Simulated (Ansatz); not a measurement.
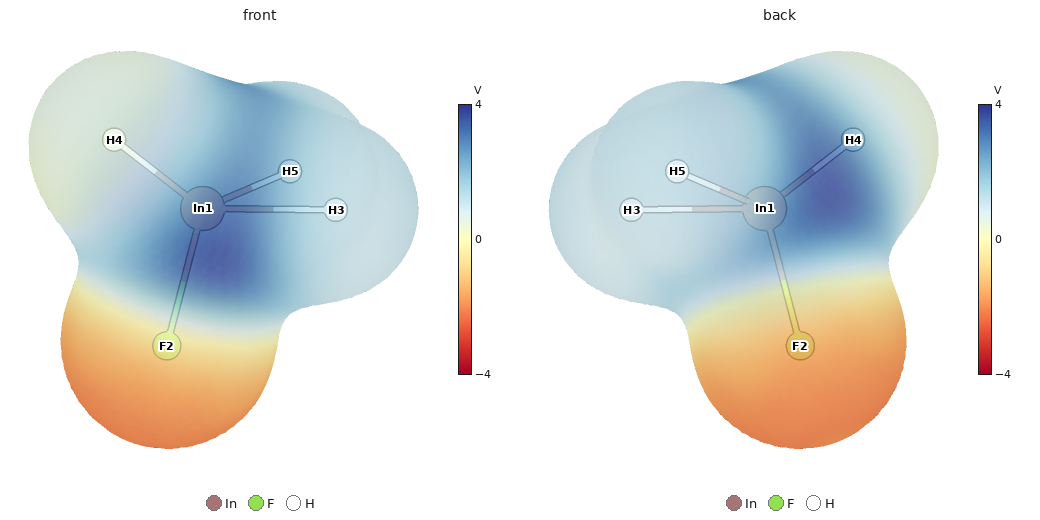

Figure 1: FH3In (doublet). The molecular electrostatic potential painted on the density surface at 0.004 e/bohr³, seen from the front and from behind; red is negative and blue positive.

Geometry: B3LYP-D4/def2-TZVPD; core potentials replace the inner electrons of In.

Theory: UKS PBE0-D4/def2-TZVPD in Ansatz 0.2.0.

The calculation's input:

```
crystal:
  periodic: [false, false, false]
  atoms:
    - {symbol: In, position_ang: [-0.150546, 0.264126, -0.002317]}
    - {symbol: F, position_ang: [-0.028893, 0.012394, 1.951340]}
    - {symbol: H, position_ang: [1.368458, -0.515335, -0.704204]}
    - {symbol: H, position_ang: [-0.945954, 1.672273, -0.523981]}
    - {symbol: H, position_ang: [-0.243066, -1.433448, -0.720827]}
basis:
  gaussian: {orbitals: def2-TZVPD, initial_orbitals: start.molden}
magnetization: {spin_polarized: true, initial_magnetization: 1}
hamiltonian: {xc: pbe0, dispersion: d4}
scf: {omitted_lower_state_checks: [starts]}
output: {orbitals: {seedname: orbitals}}
```

Launched as:

```sh
ansatz run in.yaml --threads 4 --pin off --events-out ev --progress --plain --max-ram 3916MiB
```

Where is the surface potential most negative and most positive?

Answer. The most negative region (about −2.1 V) lies over F2, the most positive (about +3.7 V) over In1.
